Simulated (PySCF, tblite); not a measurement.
# C4H7O radical: geometry, infrared bands and EPR parameters

What infrared bands and EPR parameters should C4H7O radical (`O[CH]C1CC1`) show?

Computed with tblite 0.8.0 and PySCF 2.14.0, with density-fitted response routines of our own, on a single molecule in the gas phase. Atoms are numbered from 0 throughout.

### Step 1. Starting geometry

12 atoms, charge 0, multiplicity 2; geometry from: force field or distance geometry start.

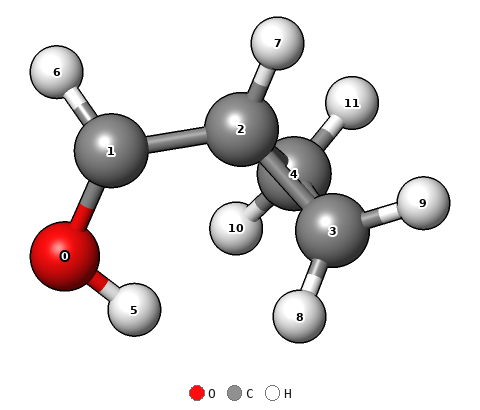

As it starts; oxygen red, carbon grey, hydrogen white, atoms numbered; sticks join atoms by distance.

### Step 2. Optimising the geometry with GFN2-xTB

What the job is given:

```
{"job": {"kind": "relax", "xc": "GFN2-xTB", "basis": "xTB"}, "charge": 0, "multiplicity": 2}
O      1.851100    -0.571400    -0.691700
C      1.305200    -0.588500     0.566200
C     -0.049600    -0.027300     0.732200
C     -0.567500     1.112100    -0.116500
C     -1.011400    -0.296200    -0.416100
H      1.276200     0.019500    -1.258000
H      1.398900    -1.595400     1.031400
H     -0.472800    -0.044900     1.761100
H      0.183400     1.636800    -0.690900
H     -1.301900     1.777700     0.430600
H     -0.606100    -0.758100    -1.333200
H     -2.004300    -0.665000    -0.041200
```

The run is started by

```console
$ OMP_NUM_THREADS=1 python probes_run.py task.json out
```

The driver reads the jobs from task.json and runs them one after another.

What it wrote:

```text
step      E/eV     max force
  0    -437.54196    1.608
  1    -437.68678    0.754
  2    -437.75016    0.598
  3    -437.79391    0.580
  4    -437.81739    0.556
  5    -437.86005    0.520
  6    -437.89496    0.540
  7    -437.91370    0.385
  8    -437.92610    0.268
  9    -437.93736    0.346
 10    -437.94862    0.311
 11    -437.95894    0.311
 12    -437.96675    0.279
 13    -437.97436    0.291
 14    -437.98345    0.346
 15    -437.99094    0.242
 16    -437.99510    0.166
 17    -437.99766    0.131
 18    -437.99974    0.132
 19    -438.00145    0.116
 20    -438.00283    0.088
 21    -438.00399    0.083
 22    -438.00509    0.083
 23    -438.00593    0.071
 24    -438.00640    0.053
 25    -438.00667    0.049
 26    -438.00694    0.051
 27    -438.00724    0.050
 28    -438.00758    0.053
 29    -438.00790    0.044
 30    -438.00820    0.055
 31    -438.00847    0.060
 32    -438.00874    0.052
 33    -438.00905    0.042
 34    -438.00934    0.040
 35    -438.00955    0.034
 36    -438.00969    0.029
 37    -438.00986    0.033
 38    -438.01009    0.044
 39    -438.01038    0.052
 40    -438.01064    0.052
 41    -438.01088    0.045
 42    -438.01118    0.049
 43    -438.01169    0.059
 44    -438.01227    0.094
 45    -438.01299    0.114
 46    -438.01348    0.066
 47    -438.01378    0.035
 48    -438.01391    0.035
 49    -438.01422    0.049
 50    -438.01439    0.055
 51    -438.01452    0.058
 52    -438.01462    0.027
 53    -438.01472    0.017
 54    -438.01479    0.015
 55    -438.01480    0.013
 56    -438.01483    0.010
 57    -438.01484    0.012
 58    -438.01486    0.008
```

Run time: 0.23 s. Hardware: 1 thread of Arm Neoverse V1, shared host.

The steps of the relaxation: (not every step is listed)

```tsv
step	energy from step 0 (eV)	largest force (eV/Å)
0	0.0000	1.6076
1	-0.1448	0.7536
2	-0.2082	0.5982
3	-0.2519	0.5802
4	-0.2754	0.5556
5	-0.3181	0.5196
6	-0.3530	0.5402
7	-0.3717	0.3855
8	-0.3841	0.2682
12	-0.4248	0.2792
16	-0.4531	0.1662
20	-0.4609	0.0884
24	-0.4644	0.0530
28	-0.4656	0.0535
32	-0.4668	0.0525
36	-0.4677	0.0288
40	-0.4687	0.0516
44	-0.4703	0.0943
48	-0.4719	0.0346
52	-0.4727	0.0267
53	-0.4728	0.0174
54	-0.4728	0.0154
55	-0.4728	0.0127
56	-0.4729	0.0105
57	-0.4729	0.0116
58	-0.4729	0.0078
```

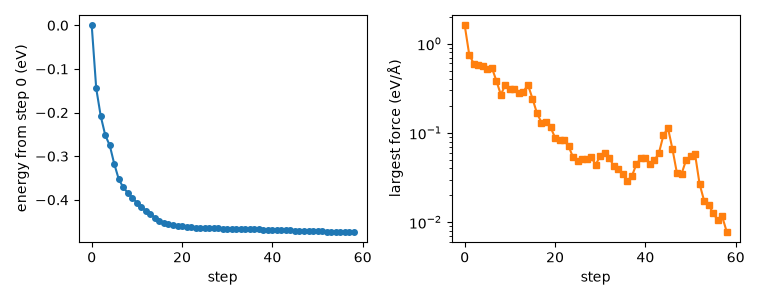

Energy and largest force along the relaxation.

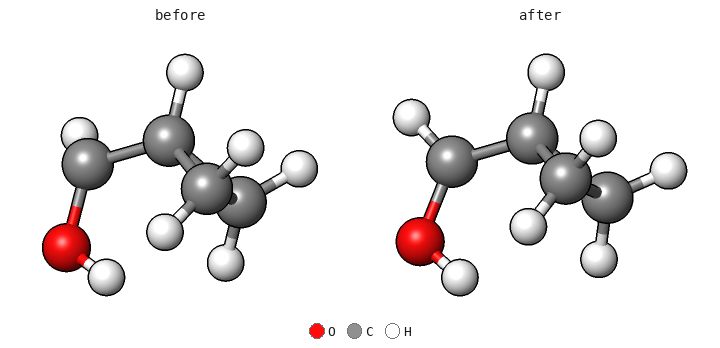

Before and after, at one scale.

Distances of close pairs at the start and the end, largest changes first:

```tsv
bond	before (Å)	after (Å)	change (Å)
C3–H9	1.132	1.079	-0.054
C4–H11	1.124	1.079	-0.045
C1–H6	1.113	1.071	-0.042
O0–H5	1.000	0.964	-0.036
C1–C2	1.476	1.443	-0.033
C2–H7	1.113	1.082	-0.031
C4–H10	1.104	1.081	-0.023
C3–C4	1.507	1.494	-0.012
```

The next job starts from the end point, and lists it.

### Step 3. Infrared spectrum with GFN2-xTB

What the job is given:

```
{"job": {"kind": "ir", "xc": "GFN2-xTB", "basis": "xTB"}, "charge": 0, "multiplicity": 2}
O      1.938406    -0.613397    -0.661572
C      1.238533    -0.681304     0.514449
C     -0.099676    -0.167699     0.678433
C     -0.572212     1.094030    -0.032951
C     -1.130257    -0.230179    -0.442669
H      1.389390    -0.180031    -1.325243
H      1.780154    -1.155761     1.307917
H     -0.481208    -0.316171     1.680092
H      0.120197     1.594730    -0.694622
H     -1.206681     1.771761     0.516158
H     -0.826700    -0.651715    -1.390444
H     -2.148749    -0.464948    -0.175574
```

What it wrote:

```text
mode    cm-1     km/mol
  1     134.6      3.08
  2     159.5      6.67
  3     227.6      2.36
  4     359.0     45.88
  5     429.7    116.31
  6     554.8      4.79
  7     801.8      1.35
  8     827.5      4.89
  9     850.1      5.57
 10     851.7      4.84
 11    1012.9     14.42
 12    1040.3      3.54
 13    1046.2     16.28
 14    1058.7     19.96
 15    1079.5      0.07
 16    1128.7     93.14
 17    1152.6      0.03
 18    1214.2      3.46
 19    1268.0      5.49
 20    1326.2     47.13
 21    1408.4    137.91
 22    1442.6      0.10
 23    1475.0      1.21
 24    3064.4      9.06
 25    3072.3     22.12
 26    3078.1     29.21
 27    3095.2     20.11
 28    3109.4     56.32
 29    3166.9     18.56
 30    3526.5     10.55
```

Wall time 0.22 s (1 thread of Arm Neoverse V1, shared host).

The strongest bands and the atoms that carry them (share of the mass-weighted mode):

```tsv
cm⁻¹	km/mol	atoms
359	45.9	C1 29 %, C2 15 %, H5 13 %
430	116.3	H5 50 %, H6 28 %
1129	93.1	H6 47 %, H5 28 %
1326	47.1	H7 35 %, C2 25 %, C1 12 %
1408	137.9	C1 48 %, C2 23 %, O0 10 %
3072	22.1	H10 51 %, H8 42 %
3078	29.2	H8 40 %, H10 31 %
3109	56.3	H9 42 %, H11 34 %
```

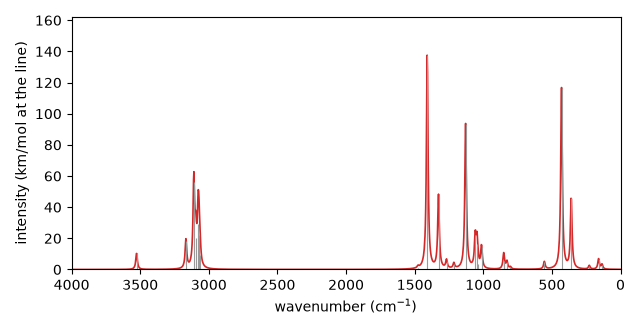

The infrared spectrum from these modes, unscaled. Lines are broadened to a width of 14 cm⁻¹ (Lorentzian).

### Step 4. g tensor and hyperfine couplings: B3LYP/pcH-1

Settings changed since step 3:

```diff
@@ -1,2 +1,2 @@
-{"job": {"kind": "ir", "xc": "GFN2-xTB", "basis": "xTB"}, "charge": 0, "multiplicity": 2}
+{"job": {"kind": "epr", "basis": "pcH-1"}, "charge": 0, "multiplicity": 2}
 O      1.938406    -0.613397    -0.661572
```

Level: UKS B3LYP, pcH-1 on C H O, non-relativistic, mean-field spin-orbit, GIAO.

What it wrote:

```text
UKS, coarse grid
  cycle   1  E = -231.70631089  |g| = 4.50e-01
  cycle   2  E = -231.62663601  |g| = 6.65e-01
  cycle   3  E = -231.78328693  |g| = 8.16e-02
  cycle   4  E = -231.78568969  |g| = 3.24e-02
  cycle   5  E = -231.78618790  |g| = 7.76e-03
  cycle   6  E = -231.78621820  |g| = 2.76e-03
  cycle   7  E = -231.78622210  |g| = 1.06e-03
  cycle   8  E = -231.78622298  |g| = 3.33e-04
UKS, final grid
  cycle   1  E = -231.78617175  |g| = 3.84e-04
  cycle   2  E = -231.78617169  |g| = 5.35e-04
  cycle   3  E = -231.78617182  |g| = 3.85e-05
  cycle   4  E = -231.78617182  |g| = 2.06e-05
E = -231.78617182 Eh   <S^2> = 0.7546 (exact 0.7500)
g shifts (ppm)      1          2          3
  rmc          -197       -197       -197
  gc              6         55         31
  oz_so          65        892       1950
  total        -126        749       1784
hyperfine (MHz)  atom isotope    a_iso     a_fc   dipolar eigenvalues
    0   17O     -18.66     -18.66    -60.18     28.69     31.48
    1   13C      82.06      82.06    -76.63    -75.16    151.79
    2   13C     -40.97     -40.97     -4.85     -0.16      5.02
    3   13C      46.66      46.66     -9.25     -8.92     18.16
    4   13C      46.73      46.73     -9.27     -8.94     18.21
    5    1H     -10.79     -10.79    -11.63     -8.39     20.02
    6    1H     -64.20     -64.20    -36.37      0.08     36.28
    7    1H       2.22       2.22     -4.22     -3.85      8.07
    8    1H      -5.34      -5.34     -5.73     -0.14      5.87
    9    1H       1.32       1.32     -4.98     -1.53      6.51
   10    1H      -5.35      -5.35     -5.73     -0.13      5.87
   11    1H       1.29       1.29     -4.99     -1.53      6.52
```

Wall time 27 s (1 thread of Arm Neoverse V1, shared host); peak memory 0.77 GiB.

Principal g values 2.00219, 2.00307, 2.00410; g(iso) = 2.00312, against 2.00232 for a free electron.

Mean a(iso) over the nuclei that a row names, and the largest dipolar term of the row (other rows stand at the frozen geometry):

```tsv
nuclei	isotope	a(iso) (MHz)	a(iso) (G, at g = 2.0023)	largest dipolar term (MHz)
C1	13C	82.1	29.3	151.8
H6	1H	-64.2	-22.9	-36.4
C3, C4	13C	46.7	16.7	18.2
C2	13C	-41.0	-14.6	5.0
O0	17O	-18.7	-6.7	-60.2
H5	1H	-10.8	-3.9	20.0
H8, H10	1H	-5.3	-1.9	5.9
H7	1H	2.2	0.8	8.1
H9, H11	1H	1.3	0.5	6.5
```

Mulliken spin populations:

```tsv
atom	value (e)
O0	0.11
C1	0.86
C2	-0.09
C3	0.09
C4	0.09
H5	0.00
H6	-0.04
H7	0.00
H8	-0.01
H9	0.00
H10	-0.01
H11	0.00
```

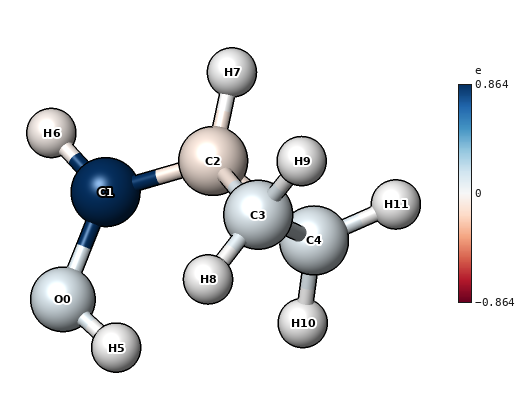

Mulliken spin populations, as colours on the atoms.

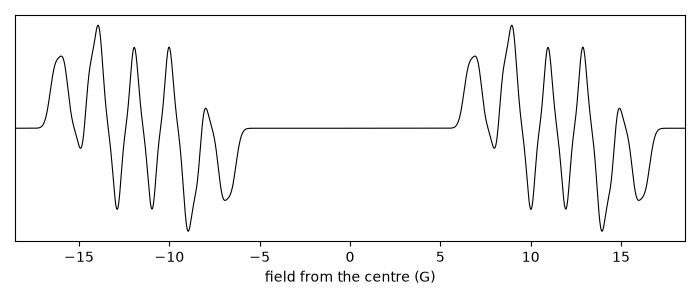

First-order isotropic spectrum (first derivative, main isotopes with spin only, couplings over 0.8 MHz, Gaussian width 0.3 G; couplings of the frozen geometry, rotation of groups not averaged beyond the rows shown).

The fields below are evaluated on a grid from the run's orbitals.

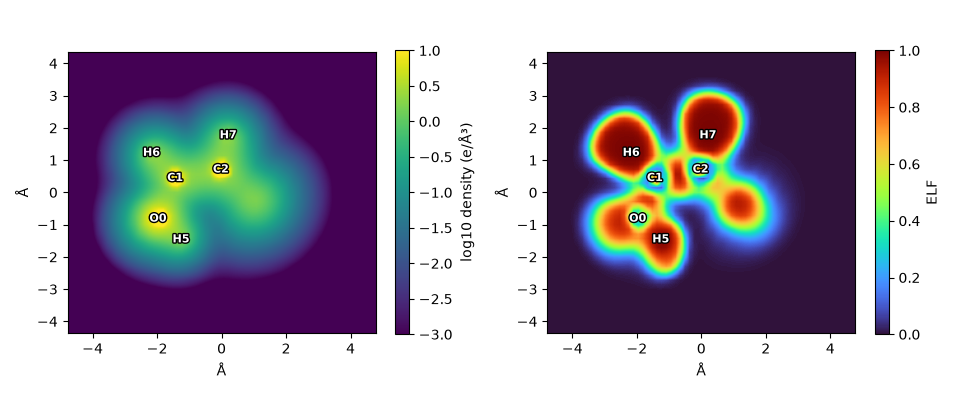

Density (left) and ELF (right) in a plane through or near 6 of the atoms.

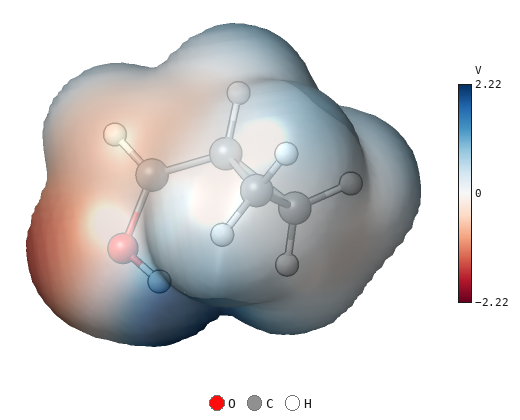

The potential that a unit positive charge feels on the 0.002 e/bohr³ surface, from -1.40 V near O0 to 2.22 V near H5.

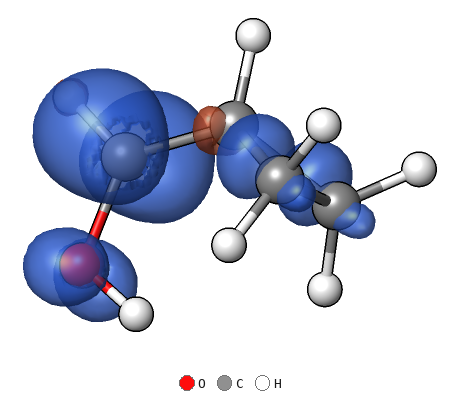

Spin density at ±0.04 e/Å³ (alpha excess blue, beta excess red).

### Step 5. What came out

| quantity | value |
| --- | --- |
| strongest single infrared mode (GFN2-xTB) | 1408 cm⁻¹, 138 km/mol |
| zero-point energy (GFN2-xTB) | 61.4 kcal/mol |
| g(iso) (B3LYP) | 2.00312 |
| ⟨S²⟩ | 0.755 (exact 0.75) |
| largest a(iso) (averaged by class) | 13C on C1, 82.1 MHz |
| surface potential, least and greatest | -1.40 V and 2.22 V |

The optimisation took 58 steps and gained 0.473 eV; among the close pairs (by a distance rule), C3–H9 changed most, from 1.132 to 1.079 Å. No mode is imaginary among the 30: a minimum at this level. The strongest single mode, at 1408 cm⁻¹, moves mainly C1 and C2. GFN2-xTB is a fitted tight-binding method: band positions and strengths are rough. Its intensities can rank the bands wrongly. C1 carries the largest spin population, 0.86 e. The isotropic g lies 0.8 ppt above the free-electron value.
